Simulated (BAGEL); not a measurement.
# A workflow on C2H5AlN2 (SMILES C#[C][Al]([NH2])[NH2])

Aim: the energy (HF/6-31G*), then a single-point energy (NEVPT2(2,2)/6-31G*), then a single-point energy (CASPT2(2,2)/6-31G*) of C2H5AlN2. 

The results are computed with BAGEL 1.2.2.

2 further runs of the same task are left out: 2 set aside as unsound or not needed.

### Step 1. Starting point

C2H5AlN2 has 10 atoms, charge 0, and is taken as a singlet. As SMILES, `C#[C][Al]([NH2])[NH2]`. The C1–H6 distance was set to 2.026 Å, away from the relaxed value. At this shape a bond of the SMILES string is far longer than usual.

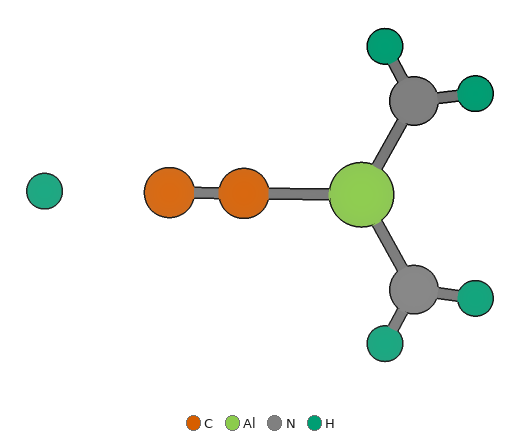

The structure, seen from a chosen angle (carbon orange, aluminium green, nitrogen grey, hydrogen teal).

### Step 2. A single-point energy at HF/6-31G(d) (density fitting with svp-jkfit, spherical functions) (run 1)

The input, input.json:

```json
{ "bagel" : [

{
  "title" : "molecule",
  "basis" : "6-31gs.json",
  "df_basis" : "svp-jkfit",
  "angstrom" : "false",
  "geometry" : [
    { "atom" : "C", "xyz" : [ -2.94260971,  1.51682647,  1.08749203 ] },
    { "atom" : "C", "xyz" : [ -1.01093167,  0.51999594,  0.37789987 ] },
    { "atom" : "Al", "xyz" : [  2.03455096, -1.05150031, -0.74081799 ] },
    { "atom" : "N", "xyz" : [  2.00034691, -4.30768739, -1.44530789 ] },
    { "atom" : "N", "xyz" : [  4.78731500,  0.80213205, -1.03504835 ] },
    { "atom" : "H", "xyz" : [ -6.17770367,  3.18607825,  2.27560820 ] },
    { "atom" : "H", "xyz" : [  3.47395534, -5.34646984, -2.04794155 ] },
    { "atom" : "H", "xyz" : [  0.44623615, -5.39257916, -1.28789371 ] },
    { "atom" : "H", "xyz" : [  4.83947144,  2.66200050, -0.64085148 ] },
    { "atom" : "H", "xyz" : [  6.49808406,  0.19836455, -1.60272208 ] }
  ]
},
{ "title" : "hf" },
{ "title" : "print", "file" : "orbitals.molden", "orbitals" : "true" }

]}
```

The basis set 6-31G* is read from a file made from the Basis Set Exchange's data (not shown).

On the command line:

```sh
$ BAGEL_NUM_THREADS=1 BAGEL input.json > input.out
```

Standard output:

```text
* using 1 threads per process

  ===============================================================
  ===============================================================

  *** Geometry ***

  { "atom" : "C", "xyz" : [     -2.942610,      1.516826,      1.087492 ] },
  { "atom" : "C", "xyz" : [     -1.010932,      0.519996,      0.377900 ] },
  { "atom" : "Al", "xyz" : [      2.034551,     -1.051500,     -0.740818 ] },
  { "atom" : "N", "xyz" : [      2.000347,     -4.307687,     -1.445308 ] },
  { "atom" : "N", "xyz" : [      4.787315,      0.802132,     -1.035048 ] },
  { "atom" : "H", "xyz" : [     -6.177704,      3.186078,      2.275608 ] },
  { "atom" : "H", "xyz" : [      3.473955,     -5.346470,     -2.047942 ] },
  { "atom" : "H", "xyz" : [      0.446236,     -5.392579,     -1.287894 ] },
  { "atom" : "H", "xyz" : [      4.839471,      2.662000,     -0.640851 ] },
  { "atom" : "H", "xyz" : [      6.498084,      0.198365,     -1.602722 ] },

  Number of auxiliary basis functions:      522

  Since a DF basis is specified, we compute 2- and 3-index integrals:
    o Being stored without compression. Storage requirement is 0.029 GB

  Number of basis functions:       84
  Number of electrons      :       44

    * METHOD: MOLECULE                             0.29

  *** RHF ***

  === Nuclear Repulsion ===
   180.7154676954

      * DIIS with orbital gradients will be used.

  === RHF iteration (6-31gs.json) ===
      0       -428.87824998          0.02596118           0.07
      1       -429.15868860          0.01475763           0.07
      2       -429.27177890          0.00189291           0.07
      3       -429.27504496          0.00083226           0.07
      4       -429.27541296          0.00024471           0.07
      5       -429.27547056          0.00006729           0.07
      6       -429.27547376          0.00002605           0.07
      7       -429.27547435          0.00000681           0.07
      8       -429.27547440          0.00000276           0.07
      9       -429.27547441          0.00000152           0.07
     10       -429.27547442          0.00000073           0.07
     11       -429.27547442          0.00000035           0.07
     12       -429.27547442          0.00000011           0.07
     13       -429.27547442          0.00000004           0.07
     14       -429.27547442          0.00000001           0.07
     15       -429.27547442          0.00000001           0.07
    * SCF iteration converged.

    * Permanent dipole moment:
           (    0.004507,    -0.002313,    -0.001397) a.u.

    * METHOD: HF                                   1.23

    * METHOD: PRINT                                0.02

  ===============================================================
```

It took 1.7 s on 1 thread of Arm Neoverse V1, shared host; peak memory 0.15 GiB.

### Step 3. A single-point energy at NEVPT2(2,2)/6-31G(d) (density fitting with svp-jkfit, spherical functions) (run 2)

The input, calc.json:

```json
{ "bagel" : [

{
  "title" : "molecule",
  "basis" : "6-31gs.json",
  "df_basis" : "svp-jkfit",
  "geometry" : [
    { "atom" : "C", "xyz" : [    -2.94260971,     1.51682647,     1.08749203 ] },
    { "atom" : "C", "xyz" : [    -1.01093167,     0.51999594,     0.37789987 ] },
    { "atom" : "Al", "xyz" : [     2.03455096,    -1.05150031,    -0.74081799 ] },
    { "atom" : "N", "xyz" : [     2.00034691,    -4.30768739,    -1.44530789 ] },
    { "atom" : "N", "xyz" : [     4.78731500,     0.80213205,    -1.03504835 ] },
    { "atom" : "H", "xyz" : [    -6.17770367,     3.18607825,     2.27560820 ] },
    { "atom" : "H", "xyz" : [     3.47395534,    -5.34646984,    -2.04794155 ] },
    { "atom" : "H", "xyz" : [     0.44623615,    -5.39257916,    -1.28789371 ] },
    { "atom" : "H", "xyz" : [     4.83947144,     2.66200050,    -0.64085148 ] },
    { "atom" : "H", "xyz" : [     6.49808406,     0.19836455,    -1.60272208 ] }
  ]
},

{ "title" : "hf" },

{ "title" : "nevpt2", "nstate" : 1, "nact" : 2, "nclosed" : 21, "active" : [18, 23], "maxiter" : 200, "natocc" : true, "ncore" : 9 },

{ "title" : "print", "file" : "orbitals.molden", "orbitals" : true }

]}
```

The basis set 6-31G* is read from a file made from the Basis Set Exchange's data (not shown).

On the command line:

```sh
$ BAGEL_NUM_THREADS=1 BAGEL calc.json > calc.out
```

Standard output:

```text
* using 1 threads per process

  ===============================================================
  ===============================================================

  *** Geometry ***

  { "atom" : "C", "xyz" : [     -2.942610,      1.516826,      1.087492 ] },
  { "atom" : "C", "xyz" : [     -1.010932,      0.519996,      0.377900 ] },
  { "atom" : "Al", "xyz" : [      2.034551,     -1.051500,     -0.740818 ] },
[... 6 lines of this table left out ...]
  { "atom" : "H", "xyz" : [      6.498084,      0.198365,     -1.602722 ] },

  Number of auxiliary basis functions:      522

  Since a DF basis is specified, we compute 2- and 3-index integrals:
    o Being stored without compression. Storage requirement is 0.029 GB

  Number of basis functions:       84
  Number of electrons      :       44

    * METHOD: MOLECULE                             0.29

  *** RHF ***

  === Nuclear Repulsion ===
   180.7154676954

      * DIIS with orbital gradients will be used.

  === RHF iteration (6-31gs.json) ===
      0       -428.87824998          0.02596118           0.07
      1       -429.15868860          0.01475763           0.07
      2       -429.27177890          0.00189291           0.07
[... 12 lines of this table left out ...]
     15       -429.27547442          0.00000001           0.07
    * SCF iteration converged.

    * Permanent dipole moment:
           (    0.004507,    -0.002313,    -0.001397) a.u.

    * METHOD: HF                                   1.31

    * freezing 9 orbitals
  ---------------------------
      CASSCF calculation
  ---------------------------

    ==== Active orbitals : =====
         Orbital 18
         Orbital 23
    ============================

    * nstate   :      1
    * nclosed  :     21
    * nact     :      2
    * nvirt    :     61
  === CASSCF iteration (6-31gs.json) ===

    * Using the second-order algorithm

      0  0      -429.30876206     3.73e-03      0.02

      1  0      -429.33613626     1.45e-03      0.35
[... 13 lines of this table left out ...]
      8  0      -429.33758899     7.66e-09      0.30

    * Second-order optimization converged. *

     guess   0:   closed 1.                   open ..

  === FCI iteration ===

      0  0      -429.27076045     9.19e-02      0.00
      1  0      -429.33490510     1.70e-02      0.00
      2  0 *    -429.33758899     1.04e-15      0.00

     * ci vector, state   0, <S^2> = 0.0000
       2.     0.9391853323
       .2    -0.3434107041

  === DF-NEVPT2 calculation ===

    * 3-index integral transformation done
    * assembly done

      NEVPT2 correlation energy:   -0.6032433997      0.19

          (+0)     -0.5563340971
          (+0)'    -0.0128811251
          (+1)     -0.0092173683
          (+1)'    -0.0000000000
          (+2)     -0.0001615685
          (-1)     -0.0229352673
          (-1)'     0.0000000000
          (-2)     -0.0017139734

      NEVPT2 total energy:       -429.9408323886

    * METHOD: NEVPT2                               3.30

    * METHOD: PRINT                                0.02

  ===============================================================
```

Run time: 5.1 s. Hardware: 1 thread of Arm Neoverse V1, shared host; peak memory 0.15 GiB.

### Step 4. A single-point energy at CASPT2(2,2)/6-31G(d) (density fitting with svp-jkfit, spherical functions) (run 3)

The input, calc.json:

```json
{ "bagel": [

{
  "title": "molecule",
  "basis": "6-31gs.json",
  "df_basis": "svp-jkfit",
  "geometry": [
    { "atom": "C", "xyz": [ -2.94260971,  1.51682647,  1.08749203 ] },
    { "atom": "C", "xyz": [ -1.01093167,  0.51999594,  0.37789987 ] },
    { "atom": "Al", "xyz": [  2.03455096, -1.05150031, -0.74081799 ] },
    { "atom": "N", "xyz": [  2.00034691, -4.30768739, -1.44530789 ] },
    { "atom": "N", "xyz": [  4.78731500,  0.80213205, -1.03504835 ] },
    { "atom": "H", "xyz": [ -6.17770367,  3.18607825,  2.27560820 ] },
    { "atom": "H", "xyz": [  3.47395534, -5.34646984, -2.04794155 ] },
    { "atom": "H", "xyz": [  0.44623615, -5.39257916, -1.28789371 ] },
    { "atom": "H", "xyz": [  4.83947144,  2.66200050, -0.64085148 ] },
    { "atom": "H", "xyz": [  6.49808406,  0.19836455, -1.60272208 ] }
  ]
},
{ "title": "hf" },
{ "title": "casscf", "nstate": 1, "nact": 2, "nclosed": 21, "active": [18, 23], "maxiter": 200, "natocc": true },
{ "title": "print", "file": "orbitals.molden", "orbitals": true },
{ "title": "smith", "method": "caspt2", "ms": true, "xms": true, "sssr": true, "shift": 0.2, "shift_imag": true, "ncore": 9 }

]}
```

The basis set 6-31G* is read from a file made from the Basis Set Exchange's data (not shown).

On the command line:

```sh
$ BAGEL_NUM_THREADS=1 BAGEL calc.json > calc.out
```

Standard output:

```text
* using 1 threads per process

  ===============================================================
  ===============================================================

  *** Geometry ***

  { "atom" : "C", "xyz" : [     -2.942610,      1.516826,      1.087492 ] },
  { "atom" : "C", "xyz" : [     -1.010932,      0.519996,      0.377900 ] },
  { "atom" : "Al", "xyz" : [      2.034551,     -1.051500,     -0.740818 ] },
[... 6 lines of this table left out ...]
  { "atom" : "H", "xyz" : [      6.498084,      0.198365,     -1.602722 ] },

  Number of auxiliary basis functions:      522

  Since a DF basis is specified, we compute 2- and 3-index integrals:
    o Being stored without compression. Storage requirement is 0.029 GB

  Number of basis functions:       84
  Number of electrons      :       44

    * METHOD: MOLECULE                             0.29

  *** RHF ***

  === Nuclear Repulsion ===
   180.7154676954

      * DIIS with orbital gradients will be used.

[... 6 lines left out ...]
    * SCF iteration converged.
[... 1 line left out ...]
    * Permanent dipole moment:
[... 27 lines left out ...]
    * Second-order optimization converged. *
[... 9 lines left out ...]
     * ci vector, state   0, <S^2> = 0.0000
[... 16 lines left out ...]
    * Zeroth order energy : state  0       -0.7444318948

    * CASPT2 iteration is performed using orthogonal basis

      -------------------------------------------  CASPT2 iteration  ---------------------------------------------------
       #      aibj      arbs      arbi      airj      risj      airs      arst      rist         Etot      error   time
      ------------------------------------------------------------------------------------------------------------------

       0  -0.55336  -0.00219  -0.02431  -0.01036  -0.00029  -0.01219  -0.00000  -0.00000   -0.6027102  0.0007769   0.10
       1  -0.55340  -0.00220  -0.02437  -0.01044  -0.00031  -0.01234  -0.00000  -0.00000   -0.6030643  0.0000923   0.08
       2  -0.55341  -0.00220  -0.02437  -0.01044  -0.00031  -0.01234  -0.00000  -0.00000   -0.6030707  0.0000128   0.09
       3  -0.55341  -0.00220  -0.02437  -0.01044  -0.00031  -0.01234   0.00000   0.00000   -0.6030708  0.0000019   0.09
       4  -0.55341  -0.00220  -0.02437  -0.01044  -0.00031  -0.01234   0.00000  -0.00000   -0.6030708  0.0000003   0.09

      ------------------------------------------------------------------------------------------------------------------

    * CASPT2 energy : state  0     -429.9448091405
        w/o shift correction       -429.9406598227
        reference weight              0.8171354169

    * METHOD: SMITH                                0.70

  ===============================================================
```

Wall time 5.7 s (1 thread of Arm Neoverse V1, shared host); peak memory 0.19 GiB.

### Step 5. Outcome

| quantity | value |
| --- | --- |
| run 1, HF/6-31G*: total energy | -429.27547 Eh |
| run 1, HF/6-31G*: dipole moment | 0.01 D |
| run 1, HF/6-31G*: HOMO energy | -10.19 eV |
| run 1, HF/6-31G*: LUMO energy | 0.15 eV |
| run 1, HF/6-31G*: HOMO–LUMO gap | 10.34 eV |
| run 2, NEVPT2(2,2)/6-31G*: total energy | -429.94083 Eh |
| run 3, CASPT2(2,2)/6-31G*: total energy | -429.94481 Eh |
